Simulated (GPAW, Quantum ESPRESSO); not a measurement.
# ScF3 (Pm-3m): the F K absorption edge

What does one-electron theory with a core hole give for the F K edge of ScF3 (Pm-3m)?

Calculated with GPAW 26.7.0; X-ray absorption from dipole matrix elements to empty bands, plane-wave PAW LDA.

An experiment to compare with: “Electronic Structure and Core Spectroscopy of Scandium Fluoride Polymorphs” (2023, pmc:10015455). X-ray absorption near-edge spectra of a scandium fluoride powder were measured at the Sc and F K-edges with synchrotron radiation. They were compared with first-principles spectra of six polymorphs to identify the phases present and the origin of the absorption maxima. It reports F K-edge features by XANES at the F K-edge (synchrotron) on commercial powder, measured in vacuum; possible admixture of trigonal phase; the values are set beside the results at the end.

### Step 1. Set-up

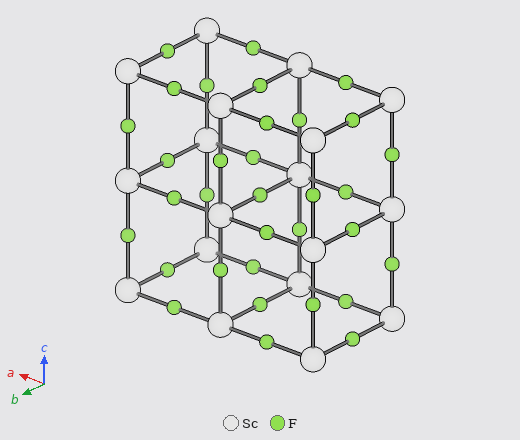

The cell as given, from a free direction (scandium white, fluorine green). 2×1×2 cells are drawn. Some periodic images of atoms are drawn too.

As a file:

```
Sc F
1.0
     4.01245    0.00000    0.00000
     0.00000    4.01245    0.00000
     0.00000    0.00000    4.01245
Sc F
1 3
Direct
  0.00000 0.00000 0.00000
  0.00000 0.00000 0.50000
  0.00000 0.50000 0.00000
  0.50000 0.00000 0.00000
```

### Step 2. Ground state of the crystal

The ground state comes first: it tells whether the system has a gap, which decides how the excited electron is treated.

Input file scf.py:

```python
import numpy as np
from ase import Atoms
from ase.parallel import parprint, paropen
from gpaw import GPAW, PW, FermiDirac, Mixer, MixerDif, setup_paths
from gpaw.test import gen
setup_paths.insert(0, '.')
gen('F', name='nch1s', xcname='LDA', corehole=(1, 0, 0), write_xml=True)
from gpaw.mpi import world
world.barrier()

atoms = Atoms('ScF3',
    cell=[[4.01245, 0, 0],
     [0, 4.01245, 0],
     [0, 0, 4.01245]],
    scaled_positions=[[0, 0, 0],
     [0, 0, 0.5],
     [0, 0.5, 0],
     [0.5, 0, 0]],
    pbc=True)
atoms.calc = calc = GPAW(legacy_gpaw=True, mode=PW(500, force_complex_dtype=True), xc='LDA', setups={1: 'nch1s'},
    kpts={'size': (6, 6, 6), 'gamma': True}, occupations=FermiDirac(0.05),
    charge=0, mixer=Mixer(0.1, 5, 50), maxiter=150,
    convergence={'density': 0.0001, 'eigenstates': 1e-6}, txt='scf.txt')
energy = atoms.get_potential_energy() + calc.get_reference_energy()
ef = calc.get_fermi_level()
out = dict(energy=energy, fermi=ef, forces=atoms.get_forces().tolist())
parprint(f'all-electron energy {energy:.4f} eV, Fermi level {ef:.4f} eV')
ev = np.array([[calc.get_eigenvalues(k, s) for k in range(len(calc.get_ibz_k_points()))] for s in range(calc.get_number_of_spins())])
out['homo'], out['lumo'], out['counts'] = ev[ev < ef].max(), ev[ev > ef].min(), sorted(set((ev < ef).sum((0, 2)).tolist()))
out['filled'] = (ev[:, 0] < ef).sum(1).tolist()
import json
with paropen('out.json', 'w') as f:
    json.dump(out, f)
```

Run with:

```bash
OMP_NUM_THREADS=1 mpirun -n 4 gpaw python scf.py
```

Numbers of over 12 decimals in the logs are rounded to 6 here.

What it wrote:

```text
Input parameters:
  convergence: {density: 0.0001,
                eigenstates: 1e-06}
  kpts: {gamma: True,
         size: (6, 6, 6)}
  maxiter: 150
  mixer: {backend: pulay,
          beta: 0.1,
          method: separate,
          nmaxold: 5,
          weight: 50}
  mode: {ecut: 500.0,
         force_complex_dtype: True,
         name: pw}
  occupations: {fixmagmom: False,
                name: fermi-dirac,
                width: 0.05}
  setups: {1: nch1s}

Initialize ...

[... PAW data sets ...]

Reference energy: -28838.504586  # eV

Spin-paired calculation

[... convergence settings ...]
Symmetries present (total): 16
  [... symmetry matrices ...]

216 k-points: 6 x 6 x 6 Monkhorst-Pack grid + [1/12,1/12,1/12]
40 k-points in the irreducible part of the Brillouin zone
       k-points in crystal coordinates                weights
   0:     0.00000000    0.00000000    0.00000000          1/216
   1:     0.00000000    0.00000000    0.16666667          2/216
   2:     0.00000000    0.00000000    0.33333333          2/216
   3:     0.00000000    0.00000000    0.50000000          1/216
   4:     0.16666667    0.00000000    0.00000000          4/216
   5:     0.16666667    0.00000000    0.16666667          8/216
   6:     0.16666667    0.00000000    0.33333333          8/216
   7:     0.16666667    0.00000000    0.50000000          4/216
   8:     0.16666667    0.16666667    0.00000000          4/216
   9:     0.16666667    0.16666667    0.16666667          8/216
          ...
  39:     0.50000000    0.50000000    0.50000000          1/216

Wave functions: Plane wave expansion
  Cutoff energy: 500.000 eV
  Number of coefficients (min, max): 1614, 1662
  Pulay-stress correction: 0.000000 eV/Ang^3 (de/decut=0.000000)
  Using FFTW library
  Wavefunction extrapolation:
    Improved wavefunction reuse through dual PAW basis

Occupation numbers: Fermi-Dirac:
  width: 0.0500  # eV

Eigensolver
   Davidson(niter=2)

Densities:
  Coarse grid: 21*21*21 grid
  Fine grid: 42*42*42 grid
  Total Charge: 0.000000

Density mixing:
  Method: separate
  Backend: pulay
  Linear mixing parameter: 0.1
  old densities: 5
  Width of damping distribution: 1.1
  Damping of long wavelength oscillations: 50

[... Hamiltonian set-up ...]
Number of atoms: 4
Number of atomic orbitals: 25
Number of bands in calculation: 24
Number of valence electrons: 32
Bands to converge: occupied

... initialized

Initializing position-dependent things.

Density initialized from atomic densities
Creating initial wave functions:
  24 bands from LCAO basis set

Positions:
   0 Sc     0.000000    0.000000    0.000000    ( 0.0000,  0.0000,  0.0000)
   1 F      0.000000    0.000000    2.006225    ( 0.0000,  0.0000,  0.0000)
   2 F      0.000000    2.006225    0.000000    ( 0.0000,  0.0000,  0.0000)
   3 F      2.006225    0.000000    0.000000    ( 0.0000,  0.0000,  0.0000)

Unit cell:
           periodic     x           y           z      points  spacing
  1. axis:    yes    4.012450    0.000000    0.000000    21     0.1911
  2. axis:    yes    0.000000    4.012450    0.000000    21     0.1911
  3. axis:    yes    0.000000    0.000000    4.012450    21     0.1911

  Lengths:   4.012450   4.012450   4.012450
  Angles:   90.000000  90.000000  90.000000

Effective grid spacing dv^(1/3) = 0.1911

iter:   1   -29.739327
iter:   2   -28.771187   -0.80  -1.15
iter:   3   -27.742023   -0.60  -1.24
iter:   4   -27.754091   -1.32  -1.49
iter:   5   -27.732231   -1.81  -1.65
iter:   6   -27.732274   -2.05  -2.59
iter:   7   -27.736114c  -3.04  -2.78
iter:   8   -27.732159c  -2.68  -2.63
iter:   9   -27.732164c  -3.62  -3.12
iter:  10   -27.732157c  -4.60  -3.19
iter:  11   -27.732110c  -4.64  -3.24
iter:  12   -27.732162c  -4.68  -3.42
iter:  13   -27.732086c  -4.80  -3.42
iter:  14   -27.732087c  -5.53  -4.33c
iter:  15   -27.732087c  -6.03c -4.41c

Converged after 15 iterations.

Dipole moment: (-0.000000, -0.000000, -0.000000) |e|*Ang

Energy contributions relative to reference atoms: (reference = -28838.504586)

Kinetic:        +24.137602
Potential:      -28.829913
External:        +0.000000
XC:             -23.726365
Entropy (-ST):   -0.000000
Local:           +0.686589
SIC:             +0.000000
--------------------------
Free energy:    -27.732087
Extrapolated:   -27.732087

Showing only first 2 kpts
 Kpt  Band  Eigenvalues  Occupancy
  0    14     -3.16754    2.00000
  0    15     -3.16745    2.00000
  0    16      3.57219    0.00000
  0    17      3.57220    0.00000

  1    14     -3.18298    2.00000
  1    15     -3.18298    2.00000
  1    16      3.58236    0.00000
  1    17      3.80345    0.00000

Fermi level: -0.25430

Gap: 6.197 eV
Transition (v -> c):
  (s=0, k=35, n=15, [0.50, 0.33, 0.50]) -> (s=0, k=0, n=16, [0.00, 0.00, 0.00])
Direct/indirect transitions are different
Direct gap: 6.740 eV
Transition at: (s=0, k=0, n=15, [0.00, 0.00, 0.00])

Forces in eV/Ang:
  0 Sc    0.00000    0.00000    0.00000
  1 F     0.00000    0.00000    0.00000
  2 F    -0.00000    0.00000    0.00000
  3 F    -0.00000   -0.00000    0.00000
Scalar-relativistic atomic LDA calculation for F (Fluorine, Z=9)
Core hole in 1s state (1s occupation: 2.0)
300 radial gridpoints.
|------------------------------------------------|
|------------------------------------------------|
[... the atom generator's iteration count ...]

Energy contributions:
-------------------------
Kinetic:      +98.924702
XC:            -9.628727
Potential:   -188.480882
-------------------------
Total:        -99.184907

state      eigenvalue         ekin         rmax
-----------------------------------------------
1s^2.0 :   -24.213779    36.855229        0.115
2s^2.0 :    -1.089490     4.159703        0.767
2p^5.0 :    -0.415007     3.378968        0.703
-----------------------------------------------
(units: Bohr and Hartree)

Generating PAW setup
Kinetic energy of the core from tauc = 73.784289
Cutoffs:
rc(s)=1.200
rc(p)=1.200
rc(d)=1.200
rc(vbar)=1.080
rc(comp)=1.200
rc(nct)=1.200

Kinetic energy of the core states: 73.710458
Charge: 0.0
Core electrons: 2.0
Valence electrons: 7.0
Pseudo-core charge: 0.000387
Shape function alpha=6.944
Pseudo-electron charge 6.013308
state    eigenvalue         norm
--------------------------------
2s(2) :    -1.089490     1.062936
*s    :    -0.089490
2p(5) :    -0.415007     0.777410
*p    :     0.584993
*d    :     0.000000
--------------------------------

Diagonalizing with gridspacing h=0.050

state   all-electron     PAW
-------------------------------
2s:      -1.089490    -1.091166
2p:      -0.415007    -0.417133
*d:                    0.051257
*f:                    0.077758
-------------------------------
all-electron energy -28866.2367 eV, Fermi level -0.2543 eV
```

The job ended after 8.4 s (4 MPI ranks of Intel Xeon Platinum 8488C (Sapphire Rapids), shared host; peak memory 0.19 GiB).

The mesh shows a gap of 6.20 eV, so the hole is first treated in a charged cell, without the excited electron.

### Step 3. Spectrum without a core hole, F atom 2

This cheap baseline ignores the attraction of the hole: it shows the absorber's empty states as they are in the ground state. The data set with a hole of occupation 0 only carries the core orbital.

The absorber has 2 Sc at 2.01 Å (linear, site symmetry 4/mmm).

Input file xas.py:

```python
import numpy as np
from ase import Atoms
from ase.parallel import parprint, paropen
from gpaw import GPAW, PW, FermiDirac, Mixer, MixerDif, setup_paths
from gpaw.test import gen
setup_paths.insert(0, '.')
gen('F', name='nch1s', xcname='LDA', corehole=(1, 0, 0), write_xml=True)
from gpaw.mpi import world
world.barrier()

atoms = Atoms('ScF3',
    cell=[[4.01245, 0, 0],
     [0, 4.01245, 0],
     [0, 0, 4.01245]],
    scaled_positions=[[0, 0, 0],
     [0, 0, 0.5],
     [0, 0.5, 0],
     [0.5, 0, 0]],
    pbc=True)
atoms.calc = calc = GPAW(legacy_gpaw=True, mode=PW(500, force_complex_dtype=True), xc='LDA', setups={1: 'nch1s'},
    kpts={'size': (6, 6, 6), 'gamma': True}, occupations=FermiDirac(0.02),
    charge=0, mixer=Mixer(0.1, 5, 50), maxiter=150,
    convergence={'density': 0.0001, 'eigenstates': 1e-6}, txt='scf.txt')
energy = atoms.get_potential_energy() + calc.get_reference_energy()
ef = calc.get_fermi_level()
out = dict(energy=energy, fermi=ef, forces=atoms.get_forces().tolist())
parprint(f'all-electron energy {energy:.4f} eV, Fermi level {ef:.4f} eV')
ev = np.array([[calc.get_eigenvalues(k, s) for k in range(len(calc.get_ibz_k_points()))] for s in range(calc.get_number_of_spins())])
out['homo'], out['lumo'], out['counts'] = ev[ev < ef].max(), ev[ev > ef].min(), sorted(set((ev < ef).sum((0, 2)).tolist()))
out['filled'] = (ev[:, 0] < ef).sum(1).tolist()

from ase.units import Ha
from gpaw.xas import dipole_matrix_elements
nb = int(calc.get_number_of_electrons() / 2) + 47
top, nb = nb, nb + 8 + nb // 12
nscf = calc.fixed_density(kpts={'size': (6, 6, 6), 'gamma': True}, nbands=nb,
    convergence={'bands': top, 'eigenstates': 5e-3}, maxiter=60, txt='nscf.txt')
cell = atoms.cell.array
ops = [cell.T @ U.T @ np.linalg.inv(cell.T) for U in nscf.wfs.kd.symmetry.op_scc]
filled = [16]  # bands filled in the ground state, by spin
E = np.arange(-25, 34, 0.1)
fwhm = np.interp(E, [4, 25], [0.9, 3.5])
Y, X, zero, highest = 0, 0, 1e9, 1e9
for spin in range(nscf.get_number_of_spins()):
    wfs = nscf.wfs
    mine = wfs.bd.get_slice()  # this rank's bands
    A = dipole_matrix_elements(wfs.setups[1])
    eps = np.zeros((wfs.kd.nibzkpts, nb))
    d = np.zeros((3, A.shape[1], wfs.kd.nibzkpts, nb), complex)
    for kpt in wfs.kpt_u:
        if kpt.s == spin and 1 in kpt.P_ani:
            eps[kpt.k, mine] = kpt.eps_n * Ha
            d[:, :, kpt.k, mine] = (kpt.weight * wfs.nspins / 2) ** 0.5 * np.inner(A, kpt.P_ani[1])
    world.sum(eps)
    world.sum(d)
    T = np.einsum('amkn,bmkn->abkn', d, d.conj()).real
    T = sum(np.einsum('ai,ijkn,bj->abkn', R, T, R) for R in ops) / len(ops)
    empty = np.ones_like(eps, bool) & (np.arange(nb) >= filled[spin])
    zero, highest = min(zero, eps[empty].min()), min(highest, eps[:, top - 1].min())
    lines = [(eps, T, empty)] if spin == 0 else lines + [(eps, T, empty)]
for eps, T, empty in lines:
    f = np.einsum('aakn->akn', T).reshape(3, -1)
    x = eps.ravel() - zero
    w = np.interp(x, E, fwhm) / 2.35482
    g = np.exp(-0.5 * ((E[:, None] - x) / w) ** 2) / (w * (2 * np.pi) ** 0.5)
    Y = Y + (f * empty.ravel()) @ g.T
    X = X + (f * ~empty.ravel()) @ g.T
out.update(E=E.round(2).tolist(), xas=Y.tolist(), xes=X.tolist(), zero=zero, valid=highest - zero, nk=len(eps), nb=nb)
for i in range(0, len(E), 10):
    parprint(f'{E[i]:7.2f}', *(f'{v:10.3e}' for v in Y[:, i]))
import json
with paropen('out.json', 'w') as f:
    json.dump(out, f)
```

Run with:

```bash
OMP_NUM_THREADS=1 mpirun -n 4 gpaw python xas.py
```

What it wrote:

```text
Input parameters:
  convergence: {density: 0.0001,
                eigenstates: 1e-06}
  kpts: {gamma: True,
         size: (6, 6, 6)}
  maxiter: 150
  mixer: {backend: pulay,
          beta: 0.1,
          method: separate,
          nmaxold: 5,
          weight: 50}
  mode: {ecut: 500.0,
         force_complex_dtype: True,
         name: pw}
  occupations: {fixmagmom: False,
                name: fermi-dirac,
[...]
*p    :     0.584993
*d    :     0.000000
--------------------------------

Diagonalizing with gridspacing h=0.050

state   all-electron     PAW
-------------------------------
2s:      -1.089490    -1.091166
2p:      -0.415007    -0.417133
*d:                    0.051257
*f:                    0.077758
-------------------------------
all-electron energy -28866.2367 eV, Fermi level -0.2543 eV
[...]
32.00  5.586e-05  5.586e-05  7.007e-05
  33.00  5.221e-05  5.221e-05  8.507e-05
[key lines of the parts left out:]
Converged after 15 iterations.
Dipole moment: (-0.000000, -0.000000, -0.000000) |e|*Ang
Free energy:    -27.732087
Fermi level: -0.25430
```

Elapsed: 18 s, on 4 MPI ranks; peak memory 0.25 GiB.

The F K spectrum, F atom 2, no core hole (energy from the lowest empty level; intensity scaled to a mean of 1 over the first 20 eV):

```csv
E (eV),intensity
-2.0,0.00
-0.5,0.03
1.0,2.10
2.5,0.66
4.0,1.76
5.5,0.48
7.0,0.82
8.5,0.83
10.0,1.36
11.5,1.79
13.0,1.05
14.5,0.54
16.0,0.59
17.5,0.69
19.0,1.06
20.5,1.03
22.0,0.57
23.5,0.35
25.0,0.40
26.5,0.59
28.0,0.81
29.5,1.01
31.0,1.21
```

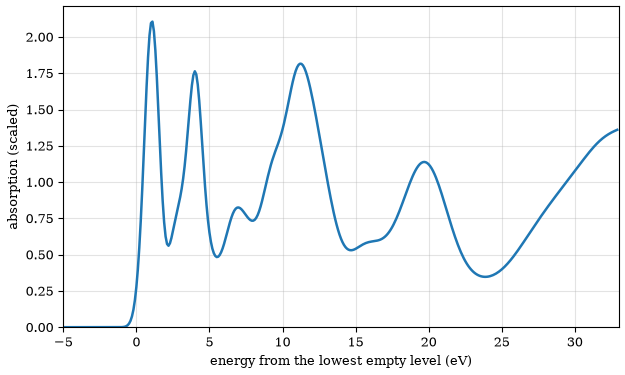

The F K edge, F atom 2, no core hole: main maxima at 1.1, 4.0 and 11.2 eV.

Main maxima below 24 eV (height): 1.1 eV (2.11), 4.0 eV (1.76), 7.0 eV (0.82), 11.2 eV (1.82) and 19.7 eV (1.14). A K edge sees empty p states; the first features are F p mixed into the empty d states of the Sc neighbours, and the broad ones above probably into the cations' higher empty bands.

The same matrix elements for filled bands give the F K emission of F atom 2 (ground-state approximation; energy from the lowest empty level, largest value 1):

```csv
E (eV),emission
-24.0,0.00
-22.5,0.00
-21.0,0.00
-19.5,0.00
-18.0,0.00
-16.5,0.00
-15.0,0.00
-13.5,0.00
-12.0,0.00
-10.5,0.00
-9.0,0.41
-7.5,0.81
-6.0,0.28
-4.5,0.00
-3.0,0.00
-1.5,0.00
0.0,0.00
1.5,0.00
3.0,0.00
```

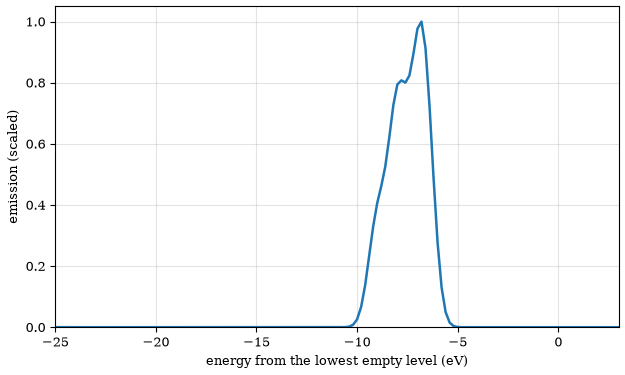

X-ray emission from the filled bands.

Emission maxima: -6.8 eV (1.00).

### Step 4. Reference energy of the supercell

The photon energy needs a difference of total energies, so the cell and mesh of the coming hole run are first run without a hole.

scf.py, as its differences from that of step 2:

```diff
@@ -10,13 +10,17 @@
 
-atoms = Atoms('ScF3',
-    cell=[[4.01245, 0, 0],
-     [0, 4.01245, 0],
-     [0, 0, 4.01245]],
+atoms = Atoms('Sc2F6',
+    cell=[[4.01245, 0, 4.01245],
+     [0, 4.01245, 4.01245],
+     [-4.01245, 0, 4.01245]],
     scaled_positions=[[0, 0, 0],
-     [0, 0, 0.5],
-     [0, 0.5, 0],
-     [0.5, 0, 0]],
+     [0.5, 0, 0.5],
+     [0.25, 0, 0.25],
+     [0.75, 0, 0.75],
+     [0.75, 0.5, 0.75],
+     [0.25, 0.5, 0.25],
+     [0.25, 0, 0.75],
+     [0.75, 0, 0.25]],
     pbc=True)
-atoms.calc = calc = GPAW(legacy_gpaw=True, mode=PW(500, force_complex_dtype=True), xc='LDA', setups={1: 'nch1s'},
-    kpts={'size': (6, 6, 6), 'gamma': True}, occupations=FermiDirac(0.05),
+atoms.calc = calc = GPAW(legacy_gpaw=True, mode=PW(500, force_complex_dtype=True), xc='LDA', setups={2: 'nch1s'},
+    kpts={'size': (5, 5, 5), 'gamma': True}, occupations=FermiDirac(0.02),
     charge=0, mixer=Mixer(0.1, 5, 50), maxiter=150,
```

Run with:

```bash
OMP_NUM_THREADS=1 mpirun -n 4 gpaw python scf.py
```

What it wrote:

```text
Input parameters:
  convergence: {density: 0.0001,
                eigenstates: 1e-06}
  kpts: {gamma: True,
         size: (5, 5, 5)}
  maxiter: 150
  mixer: {backend: pulay,
          beta: 0.1,
          method: separate,
          nmaxold: 5,
          weight: 50}
  mode: {ecut: 500.0,
         force_complex_dtype: True,
         name: pw}
  occupations: {fixmagmom: False,
                name: fermi-dirac,
[...]
2s(2) :    -1.089490     1.062936
*s    :    -0.089490
2p(5) :    -0.415007     0.777410
*p    :     0.584993
*d    :     0.000000
--------------------------------

Diagonalizing with gridspacing h=0.050

state   all-electron     PAW
-------------------------------
2s:      -1.089490    -1.091166
2p:      -0.415007    -0.417133
*d:                    0.051257
*f:                    0.077758
-------------------------------
all-electron energy -57732.4683 eV, Fermi level -0.2559 eV
[key lines of the parts left out:]
Converged after 16 iterations.
Dipole moment: (-0.000000, 0.000000, -0.000000) |e|*Ang
Free energy:    -55.459157
Fermi level: -0.25590
```

Run time: 16 s. Hardware: 4 MPI ranks; peak memory 0.24 GiB.

Reference energy: -57732.468 eV with the cores included.

[end of part 1 of 2]

[Banner, clock and machine lines of the logs are left out without a mark of their own.]

[Logs are printed without paths, hosts, clocks, repeated set-up lines and the standing remarks that a program may print on its own settings, such as how far it seeks lower states.]

[Hosts, paths, dates, database ids (printed as entryN), source tags and the programs' standing remarks are cut or masked in the printed files.]

[Lists of maxima count a maximum above −3 eV only where it reaches 4 % of the highest in the window and stands out from its surroundings by 2 % of it (1.5 % where it reaches 55 %); shoulders and weaker maxima are passed over, and of the rest the first, up to two pre-edge ones and the few strongest are named.]
